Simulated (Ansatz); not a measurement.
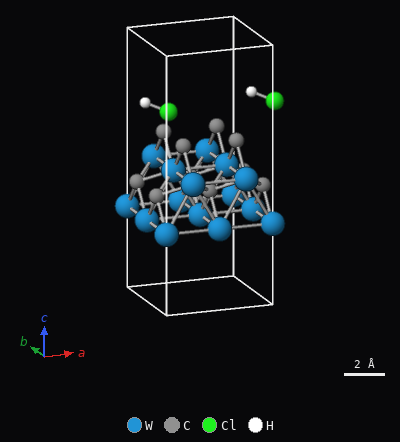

Figure 1. The starting structure (ball-and-stick view of the cell of the calculation, with the vacuum cut short, seen slightly off an axis). An atom can appear more than once, as a periodic image.

## Run report: W₈HC₈Cl, geometry relaxation (part 1 of 2)

System: W₈HC₈Cl (slab, 18 atoms in the cell).
Method: DFT PBE-D3(BJ), scalar-relativistic, plane waves, PAW, PAW set soft_1, no spin polarisation (Ansatz 0.2.0).

The structure derives from an entry of the Crystallography Open Database. The run did not end well. The input holds or restrains some coordinates. Forces given for the steps count only the free coordinates. It belongs to a series of runs on one base structure; here: start relaxed.

**The input**
```yaml
accuracy: low
crystal:
  lattice:
    - [5.79968, 0.0, 0.0]
    - [0.0, 5.67506, 0.0]
    - [0.0, 0.0, 16.185559]
  atoms:
    - { symbol: W, position: [0.0, 0.0, 0.0617835] }
    - { symbol: C, position: [0.0, 0.25, 0.1652228] }
    - { symbol: W, position: [0.25, 0.0, 0.2169425] }
    - { symbol: C, position: [0.25, 0.25, 0.3203818] }
    - { symbol: W, position: [0.0, 0.5, 0.0617835] }
    - { symbol: C, position: [0.0, 0.75, 0.1652228] }
    - { symbol: W, position: [0.25, 0.5, 0.2169425] }
    - { symbol: C, position: [0.25, 0.75, 0.3203818] }
    - { symbol: W, position: [0.5, 0.0, 0.0617835] }
    - { symbol: C, position: [0.5, 0.25, 0.1652228] }
    - { symbol: W, position: [0.75, 0.0, 0.2169425] }
    - { symbol: C, position: [0.75, 0.25, 0.3203818] }
    - { symbol: W, position: [0.5, 0.5, 0.0617835] }
    - { symbol: C, position: [0.5, 0.75, 0.1652228] }
    - { symbol: W, position: [0.75, 0.5, 0.2169425] }
    - { symbol: C, position: [0.75, 0.75, 0.3203818] }
    - { symbol: Cl, position: [0.0566485, 0.099843, 0.4532163] }
    - { symbol: H, position: [-0.1276648, 0.1959262, 0.4810188] }
basis:
  ecutwfc: 420.0
kpoints:
  mp_grid: { grid: [3, 3, 1] }
hamiltonian:
  xc: pbe
  dispersion: d3bj
  pseudopotentials: { kind: paw, azcp: { folder: soft_1 } }
scf:
  occupations: { method: fermi_dirac, width: 0.1 }
  lower_state_search: "off"
relax:
  f_tol: 0.08
  max_steps: 25
  adjacent_minimum: "off"
  constraints: [{ sites: [0, 4, 8, 12] }]
```

Launched with:
```bash
ansatz run input.yaml --threads 2 --pin off --max-ram 5120MiB --backend cpu --events-out ev --progress --plain --runs-dir out
```

**What the program printed**
```
Engine: ansatz 0.2.0, aarch64-unknown-linux-gnu
Pseudopotentials: kind: paw
Pseudopotential: W, paw, valence charge 14, recommended cutoff 420 eV (normal), [file]
Pseudopotential: C, paw, valence charge 4, recommended cutoff 420 eV (normal), [file]
Pseudopotential: Cl, paw, valence charge 7, recommended cutoff 420 eV (normal), [file]
Pseudopotential: H, paw, valence charge 1, recommended cutoff 420 eV (normal), [file]
Functional definition: PBE
  parameter kappa = 0.804
  parameter beta = 0.06672455060314922
  exchange = pbe_x(kappa = kappa, mu = beta*pi^2/3)
  correlation = pbe_c(beta = beta)
Crystal: 18 atoms, lattice volume = 532.724 Å³
Basis set: ecut = 420 eV, 10479 PW (Γ), exchange–correlation on 80×80×240 points (8 copies of the dense FFT grid, shifted against one another)
Bands: 94, of which v1, the nominal top of the filled ones, is band 76 counted from 1 (75 counted from 0)
Symmetry: 1 space group operations
Space group: P1 (ITA 1), of the structure as read, at distance tolerance 8.1e-5 Å
k-points: 5 of 9 (time reversal used)
Non-local potential: W, projectors of the file, l = 0: 3, l = 1: 2, l = 2: 2, l = 3: 1
Non-local potential: C, projectors of the file, l = 0: 2, l = 1: 2, l = 2: 1
Non-local potential: Cl, projectors of the file, l = 0: 2, l = 1: 2, l = 2: 1
Non-local potential: H, projectors of the file, l = 0: 2, l = 1: 1
PAW form: soft (Blöchl's): semilocal exchange-correlation on the pseudo side does not see the compensation charge
PAW one-centre angular grid: W, 590 points (default); XC on 64 Gauss nodes
PAW one-centre angular grid: C, 110 points (default); XC on 64 Gauss nodes
PAW one-centre angular grid: Cl, 110 points (default); XC on 64 Gauss nodes
PAW one-centre angular grid: H, 110 points (default); XC on 64 Gauss nodes
Initial density: superposition of atomic densities (neutral atoms: chi_scale 0, normalization atom)
Initial wavefunctions: pseudopotential atomic-orbital guess
Functional: x = pbe(κ = 0.804, μ = 0.2195149727645171), c = pbe(β = 0.06672455060314922)
SCF iter   1: F=—  HF=-86181.016489 eV  |F-HF|=—  |Δ(HF+E_count)|=         —  Δρ=8.24e-2  dr2=1.72e2  ethr=3.10e-3  ⟨swp⟩=7.6  Hψ=2116  notcnv=0
preconditioner: auto → LDOS  [metal: Δε(μ)=0.067 eV  Ē_g=7.118 eV  σ=0.100 eV  W_gap=0.16  n_scr=88 (ndim 8)  ℏωp=15.1 eV  f_vac=0.470  D(μ)=14.91/eV (n_scr^D=102)  β→1.0]
SCF iter   2: F=—  HF=-86171.830673 eV  |F-HF|=—  |Δ(HF+E_count)|=    9.19e0  Δρ=5.20e-2  dr2=3.04e1  ethr=3.10e-3  ⟨swp⟩=5.2  Hψ=1357  notcnv=0  defer=2
SCF iter   3: F=—  HF=-86167.751224 eV  |F-HF|=—  |Δ(HF+E_count)|=    4.08e0  Δρ=9.14e-3  dr2=1.37e0  ethr=3.10e-3  ⟨swp⟩=4.6  Hψ=1098  notcnv=0
SCF iter   4: F=—  HF=-86167.553791 eV  |F-HF|=—  |Δ(HF+E_count)|=   1.97e-1  Δρ=2.79e-3  dr2=6.47e-2  ethr=9.02e-4  ⟨swp⟩=4.0  Hψ=784  notcnv=0
SCF iter   5: F=—  HF=-86167.549627 eV  |F-HF|=—  |Δ(HF+E_count)|=   4.16e-3  Δρ=1.02e-3  dr2=7.76e-3  ethr=4.26e-5  ⟨swp⟩=2.0  Hψ=710  notcnv=0
SCF iter   6: F=—  HF=-86167.549857 eV  |F-HF|=—  |Δ(HF+E_count)|=   2.30e-4  Δρ=4.09e-4  dr2=1.80e-3  ethr=5.10e-6  ⟨swp⟩=2.0  Hψ=683  notcnv=0
SCF iter   7: F=—  HF=-86167.549712 eV  |F-HF|=—  |Δ(HF+E_count)|=   1.45e-4  Δρ=1.72e-4  dr2=2.79e-4  ethr=1.18e-6  ⟨swp⟩=2.0  Hψ=704  notcnv=0
SCF iter   8: F=-86167.549688 eV  HF=-86167.549694 eV  |F-HF|=5.56e-6  |Δ(HF+E_count)|=   1.82e-5  Δρ=4.59e-5  dr2=1.23e-5  ethr=6.58e-8  ⟨swp⟩=3.0  Hψ=1787  notcnv=0
SCF 1 converged in 8 iterations: F = -86167.549688 eV  dr2 = 1.23e-5
  greatest PAW one-centre occupation: 0.999 electrons in one spin orbital (limit 2), on the W atom at site 10 (counted from 0), in its partial waves of l = 0
relax step   1: F+E_penalty+E_count = -86167.54968838 eV  Δ(F+E_penalty+E_count) = +0.000e0 eV  max|allowed force component| = 3.076e0 eV/Å  Δτ_max = 0.0000 Å  (8 SCF iters, dr2 threshold 1.00e-4 eV, accepted)
Initial density: handed on by an earlier stage of this run
Initial wavefunctions: those handed on with the density
SCF iter   1: F=—  HF=-86170.096829 eV  |F-HF|=—  |Δ(HF+E_count)|=         —  Δρ=1.91e-2  dr2=9.05e0  ethr=3.10e-3  ⟨swp⟩=5.8  Hψ=1316  notcnv=0
preconditioner: auto → LDOS  [metal: Δε(μ)=0.115 eV  Ē_g=6.340 eV  σ=0.100 eV  W_gap=0.28  n_scr=88 (ndim 8)  ℏωp=15.1 eV  f_vac=0.482  D(μ)=12.59/eV (n_scr^D=74)  β→1.0]
SCF iter   2: F=—  HF=-86169.708479 eV  |F-HF|=—  |Δ(HF+E_count)|=   3.88e-1  Δρ=1.08e-2  dr2=1.11e0  ethr=3.10e-3  ⟨swp⟩=2.2  Hψ=830  notcnv=0  defer=1
SCF iter   3: F=—  HF=-86169.556749 eV  |F-HF|=—  |Δ(HF+E_count)|=   1.52e-1  Δρ=3.43e-3  dr2=2.97e-1  ethr=7.31e-4  ⟨swp⟩=2.0  Hψ=777  notcnv=0  defer=1
SCF iter   4: F=—  HF=-86169.537586 eV  |F-HF|=—  |Δ(HF+E_count)|=   1.92e-2  Δρ=1.10e-3  dr2=3.24e-2  ethr=1.95e-4  ⟨swp⟩=1.8  Hψ=563  notcnv=0
SCF iter   5: F=—  HF=-86169.535583 eV  |F-HF|=—  |Δ(HF+E_count)|=   2.00e-3  Δρ=3.17e-4  dr2=1.06e-3  ethr=2.13e-5  ⟨swp⟩=1.8  Hψ=636  notcnv=0
SCF iter   6: F=-86169.535531 eV  HF=-86169.535571 eV  |F-HF|=4.00e-5  |Δ(HF+E_count)|=   1.27e-5  Δρ=9.50e-5  dr2=6.76e-5  ethr=6.58e-8  ⟨swp⟩=4.0  Hψ=2081  notcnv=0
SCF 2 converged in 6 iterations: F = -86169.535531 eV  dr2 = 6.76e-5
  greatest PAW one-centre occupation: 0.999 electrons in one spin orbital (limit 2), on the W atom at site 2 (counted from 0), in its partial waves of l = 0
relax step   2: F+E_penalty+E_count = -86169.53553081 eV  Δ(F+E_penalty+E_count) = -1.986e0 eV  max|allowed force component| = 1.648e0 eV/Å  Δτ_max = 0.1923 Å  (6 SCF iters, dr2 threshold 1.00e-4 eV, accepted)
iter 1 solved again at ethr=3.01e-3 eV; its pass at ethr=3.10e-3 eV (dr2=4.57e0 eV) is discarded
SCF iter   1: F=—  HF=-86170.355296 eV  |F-HF|=—  |Δ(HF+E_count)|=         —  Δρ=1.79e-2  dr2=4.63e0  ethr=3.01e-3  ⟨swp⟩=1.0  Hψ=1916  notcnv=0
preconditioner: auto → LDOS  [metal: Δε(μ)=0.076 eV  Ē_g=6.526 eV  σ=0.100 eV  W_gap=0.19  n_scr=88 (ndim 8)  ℏωp=15.1 eV  f_vac=0.489  D(μ)=11.92/eV (n_scr^D=74)  β→1.0]
SCF iter   2: F=—  HF=-86170.067310 eV  |F-HF|=—  |Δ(HF+E_count)|=   2.88e-1  Δρ=1.23e-2  dr2=1.93e0  ethr=3.01e-3  ⟨swp⟩=2.4  Hψ=779  notcnv=0
SCF iter   3: F=—  HF=-86169.826003 eV  |F-HF|=—  |Δ(HF+E_count)|=   2.41e-1  Δρ=2.41e-3  dr2=1.09e-1  ethr=1.27e-3  ⟨swp⟩=2.0  Hψ=829  notcnv=0  defer=1
SCF iter   4: F=—  HF=-86169.819090 eV  |F-HF|=—  |Δ(HF+E_count)|=   6.91e-3  Δρ=7.79e-4  dr2=1.08e-2  ethr=7.17e-5  ⟨swp⟩=2.0  Hψ=664  notcnv=0  defer=1
[...]
relax step   3: F+E_penalty+E_count = -86169.81855483 eV  Δ(F+E_penalty+E_count) = -2.830e-1 eV  max|allowed force component| = 1.605e0 eV/Å  Δτ_max = 0.1962 Å  (7 SCF iters, dr2 threshold 1.00e-4 eV, accepted)
preconditioner: auto → LDOS  [metal: Δε(μ)=0.101 eV  Ē_g=6.389 eV  σ=0.100 eV  W_gap=0.25  n_scr=88 (ndim 8)  ℏωp=15.1 eV  f_vac=0.487  D(μ)=14.01/eV (n_scr^D=76)  β→1.0]
relax step   4: F+E_penalty+E_count = -86170.13227951 eV  Δ(F+E_penalty+E_count) = -3.137e-1 eV  max|allowed force component| = 9.727e-1 eV/Å  Δτ_max = 0.1911 Å  (6 SCF iters, dr2 threshold 1.00e-4 eV, accepted)
preconditioner: auto → LDOS  [metal: Δε(μ)=0.061 eV  Ē_g=6.384 eV  σ=0.100 eV  W_gap=0.15  n_scr=88 (ndim 8)  ℏωp=15.1 eV  f_vac=0.487  D(μ)=14.31/eV (n_scr^D=88)  β→1.0]
relax step   5: F+E_penalty+E_count = -86170.49689487 eV  Δ(F+E_penalty+E_count) = -3.646e-1 eV  max|allowed force component| = 1.129e0 eV/Å  Δτ_max = 0.1945 Å  (6 SCF iters, dr2 threshold 1.00e-4 eV, accepted)
preconditioner: auto → LDOS  [metal: Δε(μ)=0.042 eV  Ē_g=6.448 eV  σ=0.100 eV  W_gap=0.10  n_scr=88 (ndim 8)  ℏωp=15.1 eV  f_vac=0.488  D(μ)=14.94/eV (n_scr^D=102)  β→1.0]
relax step   6: F+E_penalty+E_count = -86171.33478436 eV  Δ(F+E_penalty+E_count) = -8.379e-1 eV  max|allowed force component| = 2.482e0 eV/Å  Δτ_max = 0.1924 Å  (6 SCF iters, dr2 threshold 1.00e-4 eV, accepted)
preconditioner: auto → LDOS  [metal: Δε(μ)=0.034 eV  Ē_g=6.536 eV  σ=0.100 eV  W_gap=0.08  n_scr=88 (ndim 8)  ℏωp=15.1 eV  f_vac=0.490  D(μ)=12.98/eV (n_scr^D=74)  β→1.0]
relax step   7: F+E_penalty+E_count = -86172.81073188 eV  Δ(F+E_penalty+E_count) = -1.476e0 eV  max|allowed force component| = 4.146e0 eV/Å  Δτ_max = 0.1904 Å  (6 SCF iters, dr2 threshold 1.00e-4 eV, accepted)
preconditioner: auto → LDOS  [metal: Δε(μ)=0.038 eV  Ē_g=6.634 eV  σ=0.100 eV  W_gap=0.09  n_scr=88 (ndim 8)  ℏωp=15.1 eV  f_vac=0.490  D(μ)=10.83/eV (n_scr^D=64)  β→1.0]
relax step   8: F+E_penalty+E_count = -86174.55837182 eV  Δ(F+E_penalty+E_count) = -1.748e0 eV  max|allowed force component| = 4.692e0 eV/Å  Δτ_max = 0.1946 Å  (5 SCF iters, dr2 threshold 1.00e-4 eV, accepted)
preconditioner: auto → LDOS  [metal: Δε(μ)=0.035 eV  Ē_g=6.849 eV  σ=0.100 eV  W_gap=0.09  n_scr=88 (ndim 8)  ℏωp=15.1 eV  f_vac=0.490  D(μ)=11.79/eV (n_scr^D=74)  β→1.0]
relax step   9: F+E_penalty+E_count = -86176.79479278 eV  Δ(F+E_penalty+E_count) = -2.236e0 eV  max|allowed force component| = 3.160e0 eV/Å  Δτ_max = 0.1950 Å  (6 SCF iters, dr2 threshold 1.00e-4 eV, accepted)
preconditioner: auto → LDOS  [metal: Δε(μ)=0.083 eV  Ē_g=6.978 eV  σ=0.100 eV  W_gap=0.20  n_scr=88 (ndim 8)  ℏωp=15.1 eV  f_vac=0.490  D(μ)=11.30/eV (n_scr^D=74)  β→1.0]
  greatest PAW one-centre occupation: 0.999 electrons in one spin orbital (limit 2), on the W atom at site 14 (counted from 0), in its partial waves of l = 0
relax step  10: F+E_penalty+E_count = -86176.89827686 eV  Δ(F+E_penalty+E_count) = -1.035e-1 eV  max|allowed force component| = 7.345e0 eV/Å  Δτ_max = 0.1948 Å  (5 SCF iters, dr2 threshold 1.00e-4 eV, accepted)
preconditioner: auto → LDOS  [metal: Δε(μ)=0.089 eV  Ē_g=6.828 eV  σ=0.100 eV  W_gap=0.22  n_scr=88 (ndim 8)  ℏωp=15.1 eV  f_vac=0.492  D(μ)=10.83/eV (n_scr^D=64)  β→1.0]
relax step  11: F+E_penalty+E_count = -86177.47873533 eV  Δ(F+E_penalty+E_count) = -5.805e-1 eV  max|allowed force component| = 7.128e-1 eV/Å  Δτ_max = 0.1915 Å  (5 SCF iters, dr2 threshold 1.00e-4 eV, accepted)
preconditioner: auto → LDOS  [metal: Δε(μ)=0.108 eV  Ē_g=6.868 eV  σ=0.100 eV  W_gap=0.26  n_scr=88 (ndim 8)  ℏωp=15.1 eV  f_vac=0.495  D(μ)=10.03/eV (n_scr^D=56)  β→1.0]
relax step  12: F+E_penalty+E_count = -86177.66487986 eV  Δ(F+E_penalty+E_count) = -1.861e-1 eV  max|allowed force component| = 5.178e-1 eV/Å  Δτ_max = 0.1938 Å  (6 SCF iters, dr2 threshold 3.18e-5 eV, accepted)
preconditioner: auto → LDOS  [metal: Δε(μ)=0.089 eV  Ē_g=6.880 eV  σ=0.100 eV  W_gap=0.21  n_scr=88 (ndim 8)  ℏωp=15.1 eV  f_vac=0.499  D(μ)=10.31/eV (n_scr^D=56)  β→1.0]
relax step  13: F+E_penalty+E_count = -86177.70454106 eV  Δ(F+E_penalty+E_count) = -3.966e-2 eV  max|allowed force component| = 3.385e-1 eV/Å  Δτ_max = 0.1948 Å  (5 SCF iters, dr2 threshold 1.68e-5 eV, accepted)
preconditioner: auto → LDOS  [metal: Δε(μ)=0.081 eV  Ē_g=6.876 eV  σ=0.100 eV  W_gap=0.20  n_scr=88 (ndim 8)  ℏωp=15.1 eV  f_vac=0.501  D(μ)=10.37/eV (n_scr^D=56)  β→1.0]
relax step  14: F+E_penalty+E_count = -86177.72811643 eV  Δ(F+E_penalty+E_count) = -2.358e-2 eV  max|allowed force component| = 1.903e-1 eV/Å  Δτ_max = 0.1926 Å  (5 SCF iters, dr2 threshold 4.90e-5 eV, accepted)
preconditioner: auto → LDOS  [metal: Δε(μ)=0.084 eV  Ē_g=6.888 eV  σ=0.100 eV  W_gap=0.20  n_scr=88 (ndim 8)  ℏωp=15.1 eV  f_vac=0.503  D(μ)=10.30/eV (n_scr^D=56)  β→1.0]
relax step  15: F+E_penalty+E_count = -86177.74418144 eV  Δ(F+E_penalty+E_count) = -1.607e-2 eV  max|allowed force component| = 2.054e-1 eV/Å  Δτ_max = 0.1397 Å  (5 SCF iters, dr2 threshold 1.15e-5 eV, accepted)
preconditioner: auto → LDOS  [metal: Δε(μ)=0.086 eV  Ē_g=6.890 eV  σ=0.100 eV  W_gap=0.20  n_scr=88 (ndim 8)  ℏωp=15.1 eV  f_vac=0.506  D(μ)=9.97/eV (n_scr^D=56)  β→1.0]
relax step  16: F+E_penalty+E_count = -86177.76844607 eV  Δ(F+E_penalty+E_count) = -2.426e-2 eV  max|allowed force component| = 5.209e-1 eV/Å  Δτ_max = 0.1604 Å  (5 SCF iters, dr2 threshold 1.33e-5 eV, accepted)
preconditioner: auto → LDOS  [metal: Δε(μ)=0.068 eV  Ē_g=6.910 eV  σ=0.100 eV  W_gap=0.16  n_scr=88 (ndim 8)  ℏωp=15.1 eV  f_vac=0.510  D(μ)=9.47/eV (n_scr^D=56)  β→1.0]
relax step  17: F+E_penalty+E_count = -86177.85801017 eV  Δ(F+E_penalty+E_count) = -8.956e-2 eV  max|allowed force component| = 1.035e0 eV/Å  Δτ_max = 0.1946 Å  (5 SCF iters, dr2 threshold 1.00e-4 eV, accepted)
preconditioner: auto → LDOS  [metal: Δε(μ)=0.075 eV  Ē_g=6.924 eV  σ=0.100 eV  W_gap=0.18  n_scr=88 (ndim 8)  ℏωp=15.1 eV  f_vac=0.509  D(μ)=9.20/eV (n_scr^D=56)  β→1.0]
relax step  18: F+E_penalty+E_count = -86178.05933386 eV  Δ(F+E_penalty+E_count) = -2.013e-1 eV  max|allowed force component| = 1.149e0 eV/Å  Δτ_max = 0.1947 Å  (5 SCF iters, dr2 threshold 1.00e-4 eV, accepted)
preconditioner: auto → LDOS  [metal: Δε(μ)=0.105 eV  Ē_g=6.959 eV  σ=0.100 eV  W_gap=0.24  n_scr=88 (ndim 8)  ℏωp=15.1 eV  f_vac=0.511  D(μ)=8.88/eV (n_scr^D=56)  β→1.0]
relax step  19: F+E_penalty+E_count = -86178.08468555 eV  Δ(F+E_penalty+E_count) = -2.535e-2 eV  max|allowed force component| = 3.369e0 eV/Å  Δτ_max = 0.1975 Å  (5 SCF iters, dr2 threshold 1.00e-4 eV, accepted)
preconditioner: auto → LDOS  [metal: Δε(μ)=0.073 eV  Ē_g=6.979 eV  σ=0.100 eV  W_gap=0.18  n_scr=88 (ndim 8)  ℏωp=15.1 eV  f_vac=0.512  D(μ)=9.19/eV (n_scr^D=56)  β→1.0]
relax step  20: F+E_penalty+E_count = -86178.33144347 eV  Δ(F+E_penalty+E_count) = -2.468e-1 eV  max|allowed force component| = 1.058e0 eV/Å  Δτ_max = 0.1911 Å  (5 SCF iters, dr2 threshold 1.00e-4 eV, accepted)
preconditioner: auto → LDOS  [metal: Δε(μ)=0.087 eV  Ē_g=7.022 eV  σ=0.100 eV  W_gap=0.21  n_scr=88 (ndim 8)  ℏωp=15.1 eV  f_vac=0.513  D(μ)=9.10/eV (n_scr^D=56)  β→1.0]
  greatest PAW one-centre occupation: 0.999 electrons in one spin orbital (limit 2), on the W atom at site 6 (counted from 0), in its partial waves of l = 0
relax step  21: F+E_penalty+E_count = -86178.50220573 eV  Δ(F+E_penalty+E_count) = -1.708e-1 eV  max|allowed force component| = 1.327e0 eV/Å  Δτ_max = 0.1950 Å  (5 SCF iters, dr2 threshold 1.00e-4 eV, accepted)
preconditioner: auto → LDOS  [metal: Δε(μ)=0.102 eV  Ē_g=7.050 eV  σ=0.100 eV  W_gap=0.25  n_scr=88 (ndim 8)  ℏωp=15.1 eV  f_vac=0.513  D(μ)=9.26/eV (n_scr^D=56)  β→1.0]
relax step  22: F+E_penalty+E_count = -86178.72975555 eV  Δ(F+E_penalty+E_count) = -2.275e-1 eV  max|allowed force component| = 1.005e0 eV/Å  Δτ_max = 0.1956 Å  (5 SCF iters, dr2 threshold 1.00e-4 eV, accepted)
preconditioner: auto → LDOS  [metal: Δε(μ)=0.076 eV  Ē_g=7.065 eV  σ=0.100 eV  W_gap=0.19  n_scr=88 (ndim 8)  ℏωp=15.1 eV  f_vac=0.514  D(μ)=9.42/eV (n_scr^D=56)  β→1.0]
relax step  23: F+E_penalty+E_count = -86178.92676875 eV  Δ(F+E_penalty+E_count) = -1.970e-1 eV  max|allowed force component| = 4.008e-1 eV/Å  Δτ_max = 0.1932 Å  (5 SCF iters, dr2 threshold 1.00e-4 eV, accepted)
preconditioner: auto → LDOS  [metal: Δε(μ)=0.098 eV  Ē_g=7.103 eV  σ=0.100 eV  W_gap=0.23  n_scr=88 (ndim 8)  ℏωp=15.1 eV  f_vac=0.514  D(μ)=9.52/eV (n_scr^D=56)  β→1.0]
[...]
SCF iter   5: F=-86179.086063 eV  HF=-86179.086055 eV  |F-HF|=7.73e-6  |Δ(HF+E_count)|=   3.04e-5  Δρ=4.34e-5  dr2=7.73e-6  ethr=1.68e-8  ⟨swp⟩=3.8  Hψ=2062  notcnv=0
SCF 24 converged in 5 iterations: F = -86179.086063 eV  dr2 = 7.73e-6
```
